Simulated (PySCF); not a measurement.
# [Eu(O2)2]−: other functionals and bases at one geometry

How far do other levels of theory move the description of [Eu(O2)2]−, and what does each cost? The structure is generated, not taken from experiment.

The runs use PySCF 2.14.0; several levels, as the steps say, no spin–orbit coupling.

2 further runs of the same task are left out: 1 for a known fault of the program, 1 that didn't finish.

### 1 The system as given

5 atoms, charge -1, spin multiplicity 1.

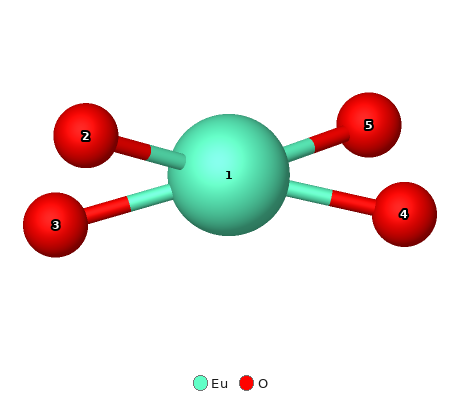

The geometry (europium green, oxygen red); atoms are numbered from 1 in the order of the file.

Coordinates:

```xyz
5
EuO4
Eu    0.0000    0.0000    0.0000
O     0.5377    0.5377    2.0447
O    -0.5377   -0.5377    2.0447
O     0.5377   -0.5377   -2.0447
O    -0.5377    0.5377   -2.0447
```

Formal oxidation states: Eu +3. Each metal's 6 4f electrons lie in its core potential, so multiplicities, spins and levels count the valence alone. An earlier session relaxed this geometry at BP86, Eu lcecp-1-SVP with ECP52, O def2-SVP (singlet, point group D2d).

At BP86 on the finer grid: E = -336.037029 Eh, HOMO 1.00 eV, LUMO 2.16 eV, Mulliken charge on Eu1 +0.62 e, largest force component 0.002 eV/Å. The highest filled level lies above zero; it isn't the detachment energy.

Levels to run: r2SCAN; BLYP; wB97X; HF; BP86, TZVP. Hardware: 2 threads of AMD EPYC 7R43 (Zen 3), shared host.

### 2 r2SCAN

The input, run.py (the lines that set the calculation):

```python
mol = gto.M(atom='''
Eu     0.00000     0.00000     0.00000
O      0.53766     0.53766     2.04472
O     -0.53766    -0.53766     2.04472
O      0.53766    -0.53766    -2.04472
O     -0.53766     0.53766    -2.04472''',
    basis={'Eu': 'lcecp-1-SVP', 'O': 'def2-SVP'},
    ecp={'Eu': 'lcecp-1-SVP'},
    charge=-1, spin=0)
mf = dft.RKS(mol, xc='R2SCAN')
mf.grids.atom_grid = (75, 302)  # f atoms: unpruned, at least (60, 302)
mf = mf.density_fit()  # fitting sets: Eu AutoAux, O def2-universal-JKFIT
mf.conv_tol = 1e-08; mf.max_cycle = 55
mf.kernel(dm0)  # dm0: the density of the relaxed state
```

On the command line:

```console
$ OMP_NUM_THREADS=2 python run.py
```

### 3 BLYP

run.py (the lines that set the calculation), as its differences from that of step 2:

```diff
@@ -9,3 +9,3 @@
     charge=-1, spin=0)
-mf = dft.RKS(mol, xc='R2SCAN')
+mf = dft.RKS(mol, xc='BLYP')
 mf.grids.atom_grid = (75, 302)  # f atoms: unpruned, at least (60, 302)
```

### 4 wB97X

run.py (the lines that set the calculation), as its differences from that of step 3:

```diff
@@ -9,3 +9,3 @@
     charge=-1, spin=0)
-mf = dft.RKS(mol, xc='BLYP')
+mf = dft.RKS(mol, xc='WB97X')
 mf.grids.atom_grid = (75, 302)  # f atoms: unpruned, at least (60, 302)
```

### 5 HF

run.py (the lines that set the calculation), as its differences from that of step 4:

```diff
@@ -9,4 +9,3 @@
     charge=-1, spin=0)
-mf = dft.RKS(mol, xc='WB97X')
-mf.grids.atom_grid = (75, 302)  # f atoms: unpruned, at least (60, 302)
+mf = scf.RHF(mol)
 mf = mf.density_fit()  # fitting sets: Eu AutoAux, O def2-universal-JKFIT
```

### 6 BP86, TZVP

Basis: Eu lcecp-1-TZVP with ECP52, O def2-TZVP. 

The input, run.py (the lines that set the calculation):

```python
mol = gto.M(atom='''
Eu     0.00000     0.00000     0.00000
O      0.53766     0.53766     2.04472
O     -0.53766    -0.53766     2.04472
O      0.53766    -0.53766    -2.04472
O     -0.53766     0.53766    -2.04472''',
    basis={'Eu': 'lcecp-1-TZVP', 'O': 'def2-TZVP'},
    ecp={'Eu': 'lcecp-1-TZVP'},
    charge=-1, spin=0)
mf = dft.RKS(mol, xc='B88,P86')
mf.grids.atom_grid = (75, 302)  # f atoms: unpruned, at least (60, 302)
mf = mf.density_fit()  # fitting sets: Eu AutoAux, O def2-universal-JKFIT
mf.conv_tol = 1e-08; mf.max_cycle = 55
mf.kernel(dm0)  # dm0: free metal ions and neutral atoms
```

Q: Predict the outcome of this session. Wanted: for each run, HOMO; gap; charge on Eu1; dipole; largest force.

The runs gave:

| level | state | HOMO (eV) | gap (eV) | charge on Eu1 (e) | dipole (D) | largest force (eV/Å) | basis functions | time |
| --- | --- | --- | --- | --- | --- | --- | --- | --- |
| BP86 (relaxed here) | singlet | 1.00 | 1.17 | 0.62 | 0.00 | 0.00 | 89 | 11 s |
| r2SCAN | singlet | 0.83 | 1.64 | 0.81 | 0.00 | 0.16 | 89 | 6.1 s |
| BLYP | singlet | 1.21 | 0.94 | 0.56 | 0.00 | 0.34 | 89 | 5.2 s |
| wB97X | singlet | -2.81 | 7.09 | 0.90 | 0.00 | 0.55 | 89 | 5.6 s |
| HF | singlet | -4.71 | 9.16 | 1.42 | 0.00 | 0.83 | 89 | 2.5 s |
| BP86, TZVP | singlet | 0.59 | 1.50 | 1.14 | 0.00 | 0.09 | 171 | 16 s |

Times are on 2 threads of AMD EPYC 7R43 (Zen 3), shared host; the first row also made further properties. The dipole of a charged species depends on the origin, so these sizes hold for this origin alone.

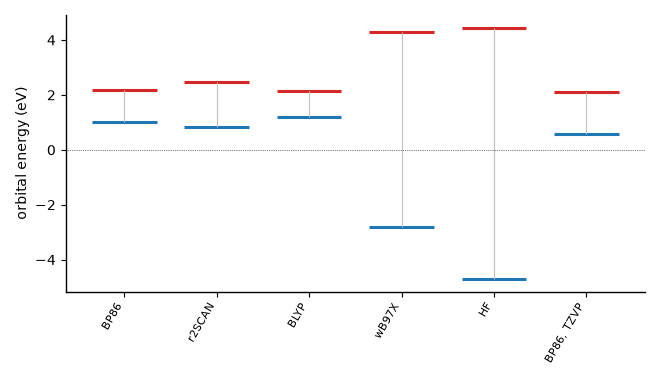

Highest filled and lowest empty level, method by method.

In one basis the HOMO–LUMO gap runs from 0.94 eV (BLYP) to 9.16 eV (HF). The largest leftover force, 0.83 eV/Å with HF, stands at a geometry relaxed at another level. The Mulliken charge on Eu spans +0.56 to +1.42 e over the levels. With 4f in the core, its levels are missing from HOMO and gap. Total energies of different levels can't be compared. Spin–orbit coupling is left out throughout.
